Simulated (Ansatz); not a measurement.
# B3LYP/6-31G(d) (spherical functions) run of BSiNH2ClF (SMILES F[Si]1(Cl)BN1)

What is the vertical singlet–triplet gap of BSiNH2ClF at B3LYP/6-31G* (spherical functions)? 

The results are computed with Ansatz 0.2.0.

139 further runs of the same task are left out: 139 set aside as unsound or not needed.

## (1) The structure to begin with

The species is BSiNH2ClF (7 atoms), meant as a singlet with charge 0. SMILES: `F[Si]1(Cl)BN1`. Geometry: relaxed at PBE0-D4/def2-TZVP.

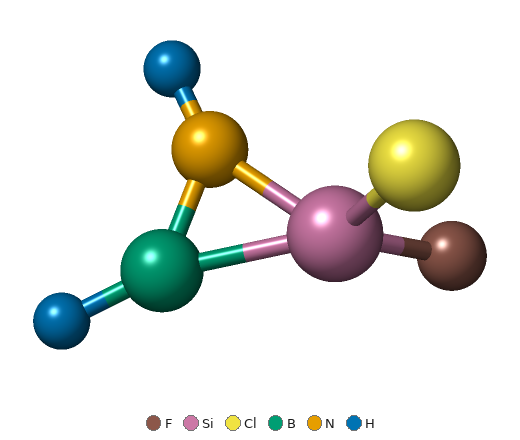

The structure, seen from a chosen angle (fluorine brown, silicon pink, chlorine yellow, boron teal, nitrogen amber, hydrogen blue).

## (2) A single-point energy at B3LYP/6-31G(d) (spherical functions)

The input, run.yaml:

```yaml
crystal:
  periodic: [false, false, false]
  atoms:
    - {symbol: F, position_ang: [-0.412200, -2.179200, -0.210300]}
    - {symbol: Si, position_ang: [-0.003600, -0.782500, 0.428000]}
    - {symbol: Cl, position_ang: [1.448800, -1.240300, 1.779600]}
    - {symbol: B, position_ang: [-0.771300, 0.907300, 0.039600]}
    - {symbol: "N", position_ang: [0.347500, 0.475500, -0.686800]}
    - {symbol: H, position_ang: [-1.454900, 1.876800, 0.033100]}
    - {symbol: H, position_ang: [0.906900, 0.874400, -1.428900]}
basis:
  gaussian:
    orbitals: 6-31G_st_-spherical.json
hamiltonian:
  xc: {name: B3LYP}
accuracy: high
output: {orbitals: {seedname: orbitals}}
```

The basis set 6-31G* is read from a file made from the Basis Set Exchange's data (not shown).

The run is started by

```console
$ ansatz run run.yaml --threads 1 --pin off --max-ram 2610MiB --events-out events.jsonl --progress --plain --runs-dir runs
```

The log of the run:

```text
Warning: RAYON_NUM_THREADS=1 ignored (pool sized by the plan → 1); use --threads N
Functional definition: B3LYP
  name "B3LYP"
  parameter a0 = 0.2
  parameter ax = 0.72
  parameter ac = 0.81
  exchange = (1 - a0 - ax)*slater_x + ax*b88_x + a0*exact_x
  correlation = (1 - ac)*vwn_rpa_c + ac*lyp_c
1804 factors; integrals over basis functions are off by at most 6.3e-9 eV
mean field evaluation 1: about -25311.7748 eV, gradient 5.9e1 eV
mean field evaluation 2: about -25299.2399 eV, gradient 9.3e1 eV
mean field evaluation 4: about -25318.3897 eV, gradient 4.8e0 eV
mean field evaluation 8: about -25318.5963 eV, gradient 7.5e-1 eV
mean field evaluation 16: about -25318.5979 eV, gradient 2.0e-4 eV
mean field -25318.59789703 eV, -930.4413111537 hartree, gradient 2.2e-8 eV, S^2 0.000000; 0 other end points of the search recorded, 0 dependent functions left out
reference -25318.59793520 eV, -930.4413125564 hartree; 27, 27 occupied and 55, 55 virtual orbitals, 1804 factors
Total energy: -25318.59793520 eV, -930.4413125564 hartree
```

Wall time 10 s (1 thread of Arm Neoverse V1, shared host); peak memory 0.26 GiB.

## (3) The triplet, same level

Changes to run.yaml since step 2:

```diff
@@ -11,7 +11,6 @@
 basis:
-  gaussian:
-    orbitals: 6-31G_st_-spherical.json
-hamiltonian:
-  xc: {name: B3LYP}
+  gaussian: {orbitals: 6-31G_st_-spherical.json}
+output: {orbitals: {seedname: orbitals}}
 accuracy: high
-output: {orbitals: {seedname: orbitals}}
+magnetization: {spin_polarized: true, initial_magnetization: 2}
+hamiltonian: {xc: {name: B3LYP}}
```

The basis set 6-31G* is read from a file made from the Basis Set Exchange's data (not shown).

The run is started by

```console
$ ansatz run run.yaml --threads 1 --pin off --max-ram 2610MiB --events-out events.jsonl --progress --plain --runs-dir runs
```

The log of the run, cut to the lines that bear on the results:

```text
Warning: RAYON_NUM_THREADS=1 ignored (pool sized by the plan → 1); use --threads N
[... 7 set-up lines as earlier in the session ...]
1804 factors; integrals over basis functions are off by at most 6.3e-9 eV
mean field evaluation 1: about -25305.5761 eV, gradient 4.4e1 eV
mean field evaluation 2: about -25268.3828 eV, gradient 8.6e1 eV
mean field evaluation 4: about -25313.4438 eV, gradient 8.5e0 eV
mean field evaluation 8: about -25313.8652 eV, gradient 9.2e-1 eV
mean field evaluation 16: about -25313.8874 eV, gradient 1.7e-1 eV
mean field evaluation 32: about -25313.8880 eV, gradient 2.3e-4 eV
mean field -25313.88798709 eV, -930.2682251561 hartree, gradient 4.4e-8 eV, S^2 2.003647; 5 other end points of the search recorded, 0 dependent functions left out
reference -25313.88802586 eV, -930.2682265807 hartree; 28, 26 occupied and 54, 56 virtual orbitals, 1804 factors
Total energy: -25313.88802586 eV, -930.2682265807 hartree
```

It took 33 s on 1 thread of Arm Neoverse V1, shared host; peak memory 0.4 GiB.

## (4) Summary of results

At B3LYP/6-31G* (spherical functions):

| quantity | value |
| --- | --- |
| singlet: total energy | -930.44131 Eh |
| singlet: HOMO energy | -7.34 eV |
| singlet: LUMO energy | -0.69 eV |
| singlet: HOMO–LUMO gap | 6.65 eV |
| triplet: total energy | -930.26823 Eh |
| triplet: HOMO energy (highest over α and β) | -2.81 eV |
| triplet: ⟨S²⟩ | 2.004 |
| vertical energy of the triplet above the singlet | 4.710 eV |

What this shows: At this shape the triplet lies 4.71 eV (454 kJ/mol) above the singlet.
